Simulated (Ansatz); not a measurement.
## Electronic structure of Zn13Ga2O16 in real space

Input

```
crystal:
  lattice:
    - [6.4988, 0.0, 0.0]
    - [-3.2494, 5.62812589, 0.0]
    - [0.0, 0.0, 10.4076]
  atoms:
    - { symbol: Zn, position: [0.166839, 0.333744, 0.500165] }
    - { symbol: Zn, position: [0.166015, 0.833786, 0.000223] }
    - { symbol: Zn, position: [0.333065, 0.666957, 0.250182] }
    - { symbol: Zn, position: [0.166814, 0.833348, 0.500273] }
    - { symbol: Zn, position: [0.332965, 0.666585, 0.749759] }
    - { symbol: Zn, position: [0.666966, 0.333353, -0.000146] }
    - { symbol: Zn, position: [0.832942, 0.166538, 0.250004] }
    - { symbol: Zn, position: [0.666529, 0.33398, 0.500503] }
    - { symbol: Zn, position: [0.831978, 0.165722, 0.749913] }
    - { symbol: Zn, position: [0.666456, 0.83344, 0.000109] }
    - { symbol: Zn, position: [0.834392, 0.666111, 0.249811] }
    - { symbol: Zn, position: [0.667688, 0.833657, 0.500332] }
    - { symbol: Zn, position: [0.833076, 0.665843, 0.750084] }
    - { symbol: Ga, position: [0.333388, 0.166053, 0.249658] }
    - { symbol: Ga, position: [0.333297, 0.166194, 0.749951] }
    - { symbol: O, position: [0.166714, 0.333351, 0.190747] }
    - { symbol: O, position: [0.33363, 0.167112, 0.44116] }
    - { symbol: O, position: [0.166258, 0.333699, 0.690749] }
    - { symbol: O, position: [0.333773, 0.166131, 0.941457] }
    - { symbol: O, position: [0.166657, 0.832709, 0.190843] }
    - { symbol: O, position: [0.33336, 0.666803, 0.440509] }
    - { symbol: O, position: [0.166113, 0.833433, 0.690767] }
    - { symbol: O, position: [0.333451, 0.667046, 0.940176] }
    - { symbol: O, position: [0.666794, 0.333946, 0.190851] }
    - { symbol: O, position: [0.832928, 0.167043, 0.441127] }
    - { symbol: O, position: [0.667115, 0.333161, 0.690259] }
    - { symbol: O, position: [0.833278, 0.166444, 0.941388] }
    - { symbol: O, position: [0.666763, 0.832518, 0.190402] }
    - { symbol: O, position: [0.833775, 0.667007, 0.44068] }
    - { symbol: O, position: [0.666666, 0.833556, 0.691234] }
    - { symbol: O, position: [0.833771, 0.666795, 0.940953] }
scf:
  occupations: { method: gaussian, width: 0.05 }
output:
  forces: true
  stress: true
  write_density: true
  write_potential: true
  elf: true
  volumetric_format: npy
hamiltonian:
  xc: pbe
kpoints:
  mp_grid: { grid: [4, 4, 3] }
relax:
  f_tol: 0.01
  max_steps: 60
  cell: { stress_tol: 0.05 }
```

Launched as:

```sh
ansatz run input.yaml --threads 8 --pin off --max-ram 20480MiB --backend cpu --events-out ev --progress --plain --runs-dir out
```

Below, planes, directions and counts refer to the conventional cell (a = 11.35 Å, b = 6.55 Å, c = 10.53 Å, α = 90.00°, β = 90.03°, γ = 90.00°).

The fields are those of the run's last geometry, not of the input's.

Space group Cm.

Theory: DFT PBE, scalar-relativistic, plane waves, PAW (Ansatz 0.2.0).

Core electrons are frozen (PAW), and the valence fields are smoothed inside the atomic spheres.

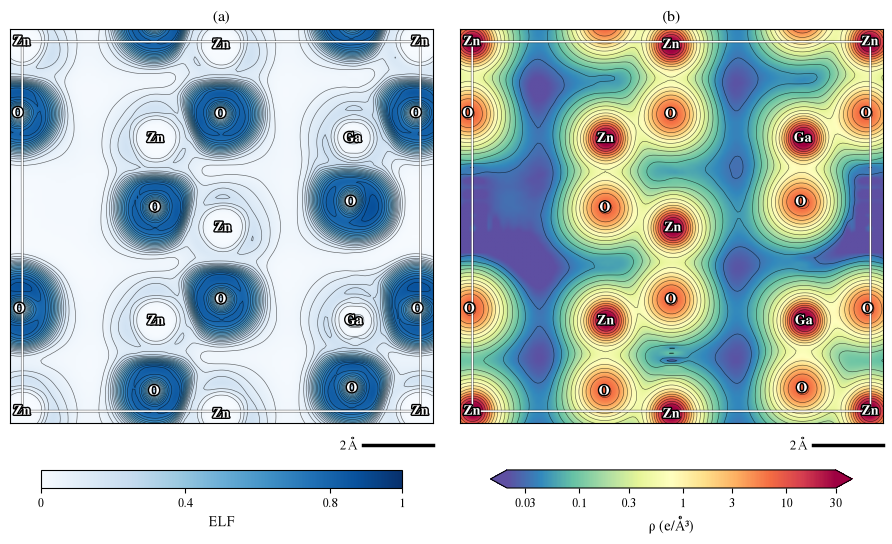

Figure 1. (a) ELF; (b) valence charge density (pseudo) on the (010) plane of the conventional cell.

Read the bonding off the picture.

The section cuts through Zn, Ga and O sites.
Ga–O (1.82 Å): ρ is about 0.88 e/Å³ halfway; the ELF peaks at about 0.80 in the valence shell of O, 0.6 Å from its nucleus, and is about 0.45 at the midpoint.
Ga–O (1.92 Å): the density is about 0.71 e/Å³ at the midpoint; the ELF peaks at about 0.80 in the valence shell of O, 0.6 Å from its nucleus, and is about 0.35 at the midpoint.
Zn–O (1.96 Å): ρ at the midpoint is about 0.62 e/Å³; the ELF peaks at about 0.85 in the valence shell of O, 0.6 Å from its nucleus, and is about 0.25 at the midpoint; no shared electron pair shows on this line.
Zn–O (1.98 Å): the density is about 0.6 e/Å³ at the midpoint; the ELF peaks at about 0.85 in the valence shell of O, 0.6 Å from its nucleus, and is about 0.25 at the midpoint: no shared electron pair shows on this line.
Zn–O (2.04 Å): the density is about 0.54 e/Å³ at the midpoint; the ELF peaks at about 0.85 in the valence shell of O, 0.6 Å from its nucleus, and is about 0.20 at the midpoint (no shared electron pair shows on this line).
The density dies away to nearly zero in the voids.
The ELF also peaks beside O, away from the bonds: lone-pair regions.

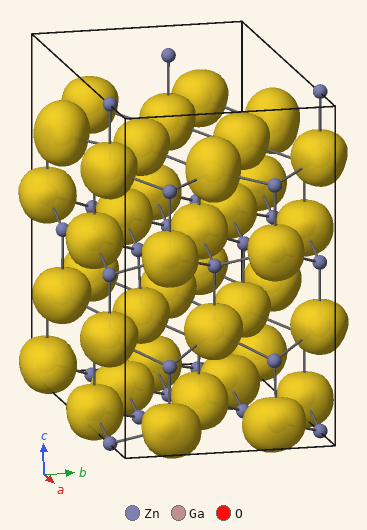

Figure 2. Isosurface of the electron localisation function at 0.65 (yellow), seen slightly off an axis. Only the valence region is drawn (cores and ρ < 0.01 e/Å³ removed). Sticks mark near contacts.

Where are the electrons localised?

At this value the surface marks out 32 regions wrapped around O (the valence shell of each), counted in one cell of 62 atoms. Any copies at cell faces, edges or corners count once. Along the contacts the grid gives the following. Zn–O (1.89 Å): the ELF peaks at about 0.80 in the valence shell of O, 0.6 Å from its nucleus, and is about 0.30 at the midpoint.
